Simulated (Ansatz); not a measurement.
Take GaAs in the zinc blende structure (space group F-43m, No. 216; a = 5.667 Å) as the base. Axes: x, y, z lie along the cube axes.

Now apply this change: tensile biaxial strain of 2.07 % in the plane normal to [110], as in epitaxy on a mismatched substrate; the out-of-plane cell vector and the atoms relax.

Level of theory: Kohn–Sham DFT with the r2SCAN functional, run in Ansatz (a program for electronic structure) with PAW and 500 eV plane waves, spin-orbit coupling left out.

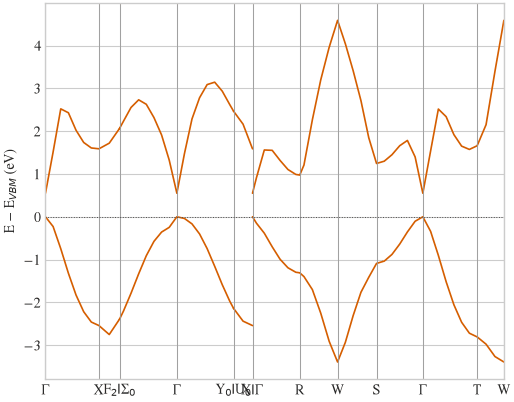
Figure: Highest valence and lowest conduction band along the path of the changed cell's own zone

Q: Read the changed gap and its character from the plot.

A: About 0.6 eV, direct at Γ.

A biaxial case was relaxed in a doubled cell and then solved in the primitive one. Whether these cells are dynamically stable was not tested. Labels are those of the standard path for the cell's own space group.
